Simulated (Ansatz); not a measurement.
# PN (singlet): correlated methods under varied settings at distance N1–P2 = 1.812 Å

Aim: run PN (singlet) at one geometry under a spread of methods and options, and see what each costs and gives.

Method: the settings change from run to run; program: Ansatz 0.2.0, Gaussian basis.

29 further runs of the same task are left out: 5 for a known fault of the program, 20 that didn't finish, 4 set aside as unsound or not needed.

**1. The system**

The geometry derives from a PBE0/def2-TZVP stationary point (not a proven minimum). One bond is set to the value named and the two fragments are kept rigid.

2 atoms, charge 0, spin multiplicity 1.

Atoms are counted from 1 here; the program's logs count them from 0.

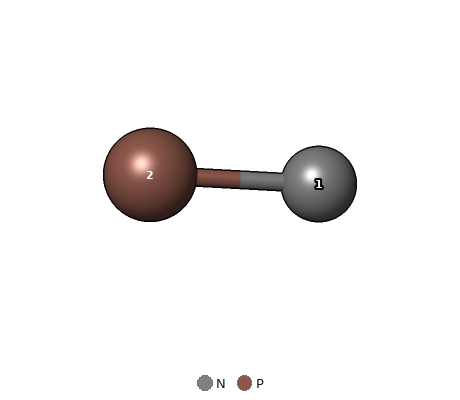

The geometry (nitrogen grey, phosphorus brown); atoms are numbered from 1 in the order of the file.

**2. MP2 on UHF/6-31G**

in.yaml

```yaml
crystal:
  periodic: [false, false, false]
  atoms:
    - {symbol: N, position_ang: [0.000000, 0.000000, 0.000000]}
    - {symbol: P, position_ang: [0.000000, 0.000000, 1.812000]}
basis:
  gaussian: {orbitals: 6-31G, fitting: {mean_field: def2-universal-jkfit}}
magnetization: {spin_polarized: true, initial_magnetization: 0}
correlation: {method: mp2, electrons: outside_noble_gas}
accuracy: high
scf: {lower_state_search: light}
output: {forces: true}
```

Launch:

```bash
ansatz run in.yaml --threads 1 --pin off --events-out ev --progress --plain --max-ram 2393MiB
```

What it wrote:

```text
Functional definition: HF
  name "HF"
  cite "Fock, Z. Phys. 61, 126 (1930) doi:10.1007/BF01340294"
  parent pbe
  exchange = exact_x
  correlation = 0
205 factors; integrals over basis functions are off by at most 1.9e-3 eV
mean field evaluation 1: about -10743.8913 eV, gradient 2.5e1 eV
mean field evaluation 2: about -10733.9528 eV, gradient 4.9e1 eV
mean field evaluation 4: about -10747.5833 eV, gradient 1.1e0 eV
mean field evaluation 8: about -10747.6063 eV, gradient 6.5e-3 eV
mean field evaluation 16: about -10747.6250 eV, gradient 1.0e-1 eV
mean field evaluation 32: about -10750.5045 eV, gradient 2.8e-4 eV
mean field evaluation 64: about -10748.3346 eV, gradient 9.5e0 eV
mean field evaluation 96: about -10747.6063 eV, gradient 1.4e-6 eV
mean field -10750.50454270 eV, -395.0737549904 hartree, gradient 1.7e-8 eV, S^2 1.680852; 8 other end points of the search recorded, 0 dependent functions left out
6 core orbitals not correlated: weight in the atoms' cores, before any rotation towards them, 1.000 or more for the frozen orbitals, at most 0.000 for the correlated occupied ones
reference -10750.50454270 eV, -395.0737549904 hartree; 5, 5 occupied and 11, 11 virtual orbitals, 205 factors
second order -2.51909979 eV of doubles, -0.00000000 eV of singles
the calculation of the forces begins
Total energy: -10753.02364248 eV, -395.1663302001 hartree
Atom 0 at     0.000000     0.000000     0.000000 Å, force    -0.000000     0.000000     3.532927 eV/Å
Atom 1 at     0.000000     0.000000     1.812000 Å, force     0.000000    -0.000000    -3.532927 eV/Å
Dipole moment:     0.000000     0.000000     0.396999 e Å
```

Run time: 0.42 s. Hardware: 1 thread of Arm Neoverse V1, shared host.

From the report: ⟨S²⟩ of the determinant 1.681 (pure singlet: 0.00). The determinant is far from a pure spin state, so its energy mixes those of several spin states (harmless only where they are near-degenerate, as at dissociation).

**3. CASSCF(2,5)/def2-SVP**

in.yaml

```yaml
crystal:
  periodic: [false, false, false]
  atoms:
    - {symbol: N, position_ang: [0.000000, 0.000000, 0.000000]}
    - {symbol: P, position_ang: [0.000000, 0.000000, 1.812000]}
basis:
  gaussian: {orbitals: def2-SVP}
hamiltonian: {pseudopotentials: {relativity: none}}
correlation: {active_space: {window: {electrons: 2, orbitals: 5}}}
```

The command is unchanged.

What it wrote:

```text
Functional definition: HF
  name "HF"
  cite "Fock, Z. Phys. 61, 126 (1930) doi:10.1007/BF01340294"
  parent pbe
  exchange = exact_x
  correlation = 0
298 factors; integrals over basis functions are off by at most 1.3e-3 eV
mean field evaluation 1: about -10740.3840 eV, gradient 3.9e1 eV
mean field evaluation 2: about -10740.3852 eV, gradient 3.9e1 eV
mean field evaluation 4: about -10744.7871 eV, gradient 2.6e0 eV
mean field evaluation 8: about -10744.8606 eV, gradient 4.2e-2 eV
mean field evaluation 16: about -10744.8606 eV, gradient 1.0e-4 eV
mean field evaluation 32: about -10744.8182 eV, gradient 8.2e-1 eV
mean field -10744.86964465 eV, -394.8666763068 hartree, gradient 8.2e-6 eV, S^2 0.000000; 5 other end points of the search recorded, 0 dependent functions left out
reference -10744.86964465 eV, -394.8666763068 hartree; 11, 11 occupied and 21, 21 virtual orbitals, 298 factors
state -10746.52157868 eV, -394.9273837624 hartree
the orbitals are reached from a further start. From the first start the search ends at -10746.51810328 eV, -394.9272560439 hartree
Total energy: -10746.52157868 eV, -394.9273837624 hartree
```

It took 2.9 s on 1 thread of Arm Neoverse V1, shared host.

From the report: 25 determinants; active occupations 1.73, 0.27, 0.00, 0.00, 0.00.

**4. BCCD on UHF/6-31G**

in.yaml

```yaml
crystal:
  periodic: [false, false, false]
  atoms:
    - {symbol: N, position_ang: [0.000000, 0.000000, 0.000000]}
    - {symbol: P, position_ang: [0.000000, 0.000000, 1.812000]}
basis:
  gaussian: {orbitals: 6-31G, point_charges: [{charge: -0.50, position_ang: [3.320, 0.679, -0.050]}]}
magnetization: {spin_polarized: true, initial_magnetization: 0}
hamiltonian: {pseudopotentials: {relativity: none}}
correlation: {method: bccd, electrons: all, diis_vectors: 4}
```

The command is unchanged.

What it wrote, cut to the lines that bear on the results:

```text
Functional definition: HF
  name "HF"
  cite "Fock, Z. Phys. 61, 126 (1930) doi:10.1007/BF01340294"
  parent pbe
[...]
272 factors; integrals over basis functions are off by at most 1.5e-4 eV
[...]
mean field -10750.53547657 eV, -395.0748917894 hartree, gradient 2.4e-6 eV, S^2 1.694132; 15 other end points of the search recorded, 0 dependent functions left out
determinant -10750.53547657 eV, -395.0748917894 hartree, with singles and doubles -10754.46336283 eV, -395.2192389470 hartree
determinant -10749.05100476 eV, -395.0203384565 hartree, with singles and doubles -10754.85362914 eV, -395.2335809693 hartree
determinant -10749.04980792 eV, -395.0202944736 hartree, with singles and doubles -10754.85428512 eV, -395.2336050759 hartree
determinant -10747.60125782 eV, -394.9670612391 hartree, with singles and doubles -10754.55814044 eV, -395.2227219597 hartree
[...]
determinant -10749.04980792 eV, -395.0202944736 hartree, with singles and doubles -10754.95471341 eV, -395.2372957477 hartree
determinant -10747.60125782 eV, -394.9670612391 hartree, with singles and doubles -10754.58521184 eV, -395.2237168154 hartree
determinant -10747.28912814 eV, -394.9555906850 hartree, with singles and doubles -10751.10975995 eV, -395.0959963142 hartree
determinant -10747.19568424 eV, -394.9521566848 hartree, with singles and doubles -10750.98544937 eV, -395.0914279848 hartree
reference -10750.53547657 eV, -395.0748917894 hartree; 11, 11 occupied and 11, 11 virtual orbitals, 272 factors
second order -2.61579925 eV of doubles, -0.00000000 eV of singles
cycle   1  -4.10215696 eV  change    5.4e-3 eV  update   1.8e-1
[...]
cycle  43  -3.96149268 eV  change   -1.2e-6 eV  update   1.9e-6
WARN: the results are in doubt because among natural orbitals full CI differs from the method by -0.221 eV
Total energy: -10754.49696926 eV, -395.2204739603 hartree
In doubt: among natural orbitals full CI differs from the method by -0.221 eV
```

Run time: 5.5 s. Hardware: 1 thread of Arm Neoverse V1, shared host.

From the report: ⟨S²⟩ of the determinant 1.694 (pure singlet: 0.00); correlation -3.9615 eV; largest double amplitude 0.23. The determinant is far from a pure spin state, so its energy mixes those of several spin states (harmless only where they are near-degenerate, as at dissociation). The program marks this result as in doubt; its last lines say why.

**5. NEVPT2(4,6)/def2-mTZVP**

in.yaml

```yaml
crystal:
  periodic: [false, false, false]
  atoms:
    - {symbol: N, position_ang: [0.000000, 0.000000, 0.000000]}
    - {symbol: P, position_ang: [0.000000, 0.000000, 1.812000]}
basis:
  gaussian: {orbitals: def2-mTZVP, point_charges: [{charge: -1.00, position_ang: [4.101, 0.278, -0.472]}]}
correlation: {method: sc_nevpt2, electrons: outside_noble_gas, active_space: {window: {electrons: 4, orbitals: 6}}}
output: {forces: true}
```

Launched as before.

What it wrote, cut to the lines that bear on the results:

```text
Functional definition: HF
  name "HF"
  cite "Fock, Z. Phys. 61, 126 (1930) doi:10.1007/BF01340294"
  parent pbe
[...]
328 factors; integrals over basis functions are off by at most 1.2e-3 eV
[...]
mean field -10749.67722376 eV, -395.0433515803 hartree, gradient 2.0e-6 eV, S^2 0.000000; 8 other end points of the search recorded, 0 dependent functions left out; unrestricted orbitals would lower it
reference -10749.67722376 eV, -395.0433515803 hartree; 11, 11 occupied and 30, 30 virtual orbitals, 328 factors
state -10753.61479702 eV, -395.1880547284 hartree
state -10753.61479702 eV, -395.1880547284 hartree; corrected -10759.05162089 eV, -395.3878543206 hartree
[...]
Total energy: -10759.05162089 eV, -395.3878543206 hartree
Atom 0 at     0.000000     0.000000     0.000000 Å, force    -0.194434    -0.013180     7.713666 eV/Å
Atom 1 at     0.000000     0.000000     1.812000 Å, force     0.170531     0.011560    -7.786263 eV/Å
Dipole moment:     0.096651     0.006551     0.404101 e Å
```

It took 1.6 s on 1 thread of Arm Neoverse V1, shared host.

From the report: 225 determinants; active occupations 1.75, 1.75, 0.25, 0.25, 0.00, 0.00.

**6. CISD/cc-pVTZ-DK**

in.yaml

```yaml
crystal:
  periodic: [false, false, false]
  atoms:
    - {symbol: N, position_ang: [0.000000, 0.000000, 0.000000]}
    - {symbol: P, position_ang: [0.000000, 0.000000, 1.812000]}
basis:
  gaussian: {orbitals: cc-pVTZ-DK}
correlation: {active_space: {ras: {orbitals: [5, 0, 53], electrons: 10, max_holes: 2, max_particles: 2}, fixed_orbitals: true}}
accuracy: high
scf: {lower_state_search: off}
```

Launched as before.

What it wrote, cut to the lines that bear on the results:

```text
Functional definition: HF
  name "HF"
  cite "Fock, Z. Phys. 61, 126 (1930) doi:10.1007/BF01340294"
  parent pbe
[...]
884 factors; integrals over basis functions are off by at most 3.9e-9 eV
[...]
mean field -10773.08274634 eV, -395.9034886701 hartree, gradient 2.2e-8 eV, S^2 0.000000; 0 other end points of the search recorded, 0 dependent functions left out
reference -10773.08274634 eV, -395.9034886701 hartree; 11, 11 occupied and 53, 53 virtual orbitals, 884 factors
state -10782.40574676 eV, -396.2461026162 hartree
Total energy: -10782.40574676 eV, -396.2461026162 hartree
Relativity: scalar
Checks for a lower state left out: stability, starts, cluster_reference, orbital_swaps, neighbouring_geometries, increment
```

Run time: 2.1 s. Hardware: 1 thread of Arm Neoverse V1, shared host.

From the report: 25,836 determinants.

**7. NEVPT2(2,10)/def2-mTZVP**

in.yaml

```yaml
crystal:
  periodic: [false, false, false]
  atoms:
    - {symbol: N, position_ang: [0.000000, 0.000000, 0.000000]}
    - {symbol: P, position_ang: [0.000000, 0.000000, 1.812000]}
basis:
  gaussian: {orbitals: def2-mTZVP, fitting: {mean_field: def2-universal-jkfit}}
correlation: {method: sc_nevpt2, electrons: outside_noble_gas, active_space: {window: {electrons: 2, orbitals: 10}}}
```

Same command.

What it wrote, cut to the lines that bear on the results:

```text
Functional definition: HF
  name "HF"
  cite "Fock, Z. Phys. 61, 126 (1930) doi:10.1007/BF01340294"
  parent pbe
[...]
205 factors; integrals over basis functions are off by at most 4.0e-1 eV
[...]
mean field -10749.76209659 eV, -395.0464705993 hartree, gradient 3.7e-6 eV, S^2 0.000000; 9 other end points of the search recorded, 0 dependent functions left out; unrestricted orbitals would lower it
reference -10749.76209659 eV, -395.0464705993 hartree; 11, 11 occupied and 30, 30 virtual orbitals, 205 factors
state -10751.41945550 eV, -395.1073774157 hartree
state -10751.41945550 eV, -395.1073774157 hartree; corrected -10758.16227873 eV, -395.3551715989 hartree
WARN: 2 active orbitals are nearly empty or full. The corrections depend on them more than the energy does, and are more stable in an active space without them
Total energy: -10758.16227873 eV, -395.3551715989 hartree
```

It took 7.5 s on 1 thread of Arm Neoverse V1, shared host.

From the report: 52 determinants; active occupations 1.73, 0.26, 0.00, 0.00, 0.00, 0.00, 0.00, 0.00, 0.00, 0.00. The report marks this result as in doubt.

**8. BCCD(T) on RHF/6-31G**

in.yaml

```yaml
crystal:
  periodic: [false, false, false]
  atoms:
    - {symbol: N, position_ang: [0.000000, 0.000000, 0.000000]}
    - {symbol: P, position_ang: [0.000000, 0.000000, 1.812000]}
basis:
  gaussian: {orbitals: 6-31G}
magnetization: {spin_polarized: false}
correlation: {method: bccd_t, electrons: outside_noble_gas, diis_vectors: 12}
output: {forces: true}
```

Same command.

What it wrote, cut to the lines that bear on the results:

```text
Functional definition: HF
  name "HF"
  cite "Fock, Z. Phys. 61, 126 (1930) doi:10.1007/BF01340294"
  parent pbe
[...]
272 factors; integrals over basis functions are off by at most 1.5e-4 eV
[...]
mean field -10747.62742536 eV, -394.9680228784 hartree, gradient 4.3e-6 eV, S^2 0.000000; 9 other end points of the search recorded, 0 dependent functions left out; unrestricted orbitals would lower it
determinant -10747.62742536 eV, -394.9680228784 hartree, with singles and doubles -10754.45168719 eV, -395.2188098751 hartree
determinant -10747.60734942 eV, -394.9672851013 hartree, with singles and doubles -10754.47235000 eV, -395.2195692194 hartree
determinant -10747.62742536 eV, -394.9680228784 hartree, with singles and doubles -10754.48136708 eV, -395.2199005909 hartree
determinant -10747.60734942 eV, -394.9672851013 hartree, with singles and doubles -10754.46350442 eV, -395.2192441504 hartree
[...]
unrestricted determinant -10750.50500102 eV, -395.0737718334 hartree, S^2 1.6808
6 core orbitals not correlated: weight in the atoms' cores, before any rotation towards them, 1.000 or more for the frozen orbitals, at most 0.000 for the correlated occupied ones
reference -10747.60734942 eV, -394.9672851013 hartree; 5, 5 occupied and 11, 11 virtual orbitals, 272 factors
second order -8.26464603 eV of doubles, -0.00000000 eV of singles
cycle   1  -6.73847994 eV  change    1.2e-1 eV  update   1.2e-2
[...]
cycle  11  -6.78935962 eV  change   -1.6e-7 eV  update   5.6e-7
perturbative correction -0.50010602 eV, -0.0183785574 hartree
WARN: the results are in doubt because among natural orbitals full CI differs from the method by -0.201 eV
[...]
Total energy: -10754.89681506 eV, -395.2351680227 hartree
Atom 0 at     0.000000     0.000000     0.000000 Å, force     0.000000     0.000000     4.851882 eV/Å
Atom 1 at     0.000000     0.000000     1.812000 Å, force     0.000000     0.000000    -4.851882 eV/Å
Dipole moment:    -0.000000    -0.000000     0.425708 e Å
In doubt: among natural orbitals full CI differs from the method by -0.201 eV
```

Wall time 0.87 s (1 thread of Arm Neoverse V1, shared host).

From the report: correlation -7.2895 eV; largest double amplitude 0.22. The program marks this result as in doubt; its last lines say why.

**9. CASCI(2,4)/STO-3G**

in.yaml

```yaml
crystal:
  periodic: [false, false, false]
  atoms:
    - {symbol: N, position_ang: [0.000000, 0.000000, 0.000000]}
    - {symbol: P, position_ang: [0.000000, 0.000000, 1.812000]}
basis:
  gaussian: {orbitals: STO-3G, fitting: {mean_field: def2-universal-jkfit}}
correlation: {active_space: {window: {electrons: 2, orbitals: 4}, fixed_orbitals: true}}
scf: {lower_state_search: full}
output: {forces: true}
```

Launched as before.

What it wrote, cut to the lines that bear on the results:

```text
Functional definition: HF
  name "HF"
  cite "Fock, Z. Phys. 61, 126 (1930) doi:10.1007/BF01340294"
  parent pbe
[...]
205 factors; integrals over basis functions are off by at most 8.1e-3 eV
[...]
mean field -10625.18429272 eV, -390.4683207490 hartree, gradient 4.0e-6 eV, S^2 0.000000; 7 other end points of the search recorded, 0 dependent functions left out
reference -10625.18429272 eV, -390.4683207490 hartree; 11, 11 occupied and 3, 3 virtual orbitals, 205 factors
state -10625.94880951 eV, -390.4964162226 hartree
[...]
Total energy: -10625.94880951 eV, -390.4964162226 hartree
Atom 0 at     0.000000     0.000000     0.000000 Å, force     0.000000    -0.000000    17.769674 eV/Å
Atom 1 at     0.000000     0.000000     1.812000 Å, force    -0.000000     0.000000   -17.769674 eV/Å
Dipole moment:    -0.000000     0.000000     0.566115 e Å
```

Wall time 0.12 s (1 thread of Arm Neoverse V1, shared host).

From the report: 6 determinants; active occupations 1.88, 0.10, 0.02, 0.00.

**10. CCSDT/6-31G***

in.yaml

```yaml
crystal:
  periodic: [false, false, false]
  atoms:
    - {symbol: N, position_ang: [0.000000, 0.000000, 0.000000]}
    - {symbol: P, position_ang: [0.000000, 0.000000, 1.812000]}
basis:
  gaussian: {orbitals: "6-31G*"}
magnetization: {spin_polarized: true, initial_magnetization: 0}
hamiltonian: {xc: {name: PBE0}}
correlation: {method: ccsdt, electrons: valence}
accuracy: high
```

The command is unchanged.

What it wrote, cut to the lines that bear on the results:

```text
Functional definition: PBE0
  name "PBE0"
  cite "Adamo & Barone, J. Chem. Phys. 110, 6158 (1999) doi:10.1063/1.478522"
  cite "Perdew, Burke & Ernzerhof, Phys. Rev. Lett. 77, 3865 (1996) doi:10.1103/PhysRevLett.77.3865"
  parent pbe
[...]
572 factors; integrals over basis functions are off by at most 3.8e-9 eV
[...]
mean field -10769.64549214 eV, -395.7771719083 hartree, gradient 2.4e-8 eV, S^2 0.782875; 5 other end points of the search recorded, 0 dependent functions left out
6 core orbitals not correlated: weight in the atoms' cores, before any rotation towards them, 1.000 or more for the frozen orbitals, at most 0.000 for the correlated occupied ones
reference -10750.20876666 eV, -395.0628854217 hartree; 5, 5 occupied and 23, 23 virtual orbitals, 572 factors
second order -7.36502811 eV of doubles, -0.42521661 eV of singles
cycle   1  -6.70271400 eV  change     1.1e0 eV  update   2.0e-1
[...]
cycle  39  -8.36412195 eV  change   7.0e-10 eV  update  2.7e-10
WARN: the results are in doubt because among natural orbitals full CI differs from the method by -0.197 eV
Total energy: -10758.57288861 eV, -395.3702612340 hartree
In doubt: among natural orbitals full CI differs from the method by -0.197 eV
```

It took 14 s on 1 thread of Arm Neoverse V1, shared host.

From the report: ⟨S²⟩ of the determinant 0.783 (pure singlet: 0.00); correlation -8.3641 eV; T1 0.080; largest double amplitude 0.25. The determinant is far from a pure spin state, so its energy mixes those of several spin states (harmless only where they are near-degenerate, as at dissociation). The orbitals are Kohn-Sham ones, so correlation energy and T1 don't compare with those on Hartree-Fock orbitals. The program marks this result as in doubt; its last lines say why.

**11. All runs side by side**

Where basis and cores are those of an earlier FCI/6-31G run (-10755.0037 eV), and the state is the same kind, the miss against it is given. † marks a result that the program doubts.

| level | correlated | functions | energy (eV) | from FCI (meV) | time |
| --- | --- | --- | --- | --- | --- |
| MP2 on UHF/6-31G | outside noble gas | 22 | -10753.0236 | 1980.1 | 0.42 s |
| CASSCF(2,5)/def2-SVP |  | 32 | -10746.5216 |  | 2.9 s |
| BCCD on UHF/6-31G (beside a point charge) † | all | 22 | -10754.4970 |  | 5.5 s |
| NEVPT2(4,6)/def2-mTZVP (beside a point charge) | outside noble gas | 41 | -10759.0516 |  | 1.6 s |
| CISD/cc-pVTZ-DK | outside noble gas | 64 | -10782.4057 |  | 2.1 s |
| NEVPT2(2,10)/def2-mTZVP † | outside noble gas | 41 | -10758.1623 |  | 7.5 s |
| BCCD(T) on RHF/6-31G † | outside noble gas | 22 | -10754.8968 | 106.9 | 0.87 s |
| CASCI(2,4)/STO-3G |  | 14 | -10625.9488 |  | 0.12 s |
| CCSDT/6-31G* (on PBE0 orbitals) † | valence | 34 | -10758.5729 |  | 14 s |

**12. Outcome**

| quantity | value |
| --- | --- |
| runs | 9 |
| quickest | CASCI(2,4)/STO-3G, 0.12 s |
| slowest | CCSDT/6-31G* (on PBE0 orbitals) †, 14 s |

**Reading.** Total energies in different bases, with other cores or another treatment of relativity can't be set against each other. CCSDT/6-31G* (on PBE0 orbitals) † took 117 times as long as CASCI(2,4)/STO-3G; the jobs differ in more than the method. Among the correlated runs with a miss given, it spans +107 to +1980 meV.
